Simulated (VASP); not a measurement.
Band structure of CsCl (relaxed from the NiAs type structure, space group P6_3/mmc). Computed with PBEsol GGA, VASP's PBE PAW potentials (set 64) (plane waves; VASP 6.6.1).

Unless said otherwise, spin-orbit coupling is left out, though it shifts the bands of the heavy elements here.

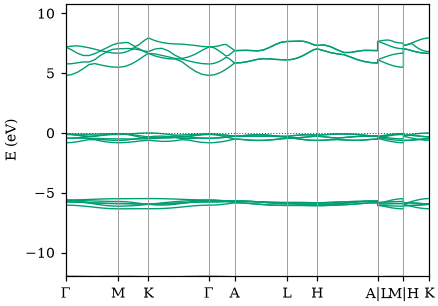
Figure. Bands along high-symmetry lines, zero at the valence-band maximum or, without a gap, the Fermi level

Q: Read the plot: is there a gap, and where are the band edges?

A: The gap is indirect, 4.81 eV, from the valence maximum at K to the conduction minimum at Γ. (Edges off the drawn lines would not show.)

The structure was generated: CsCl was put into the NiAs type type (P6_3/mmc), which need not be its known phase. It was relaxed first, which changed the volume by -19 %.
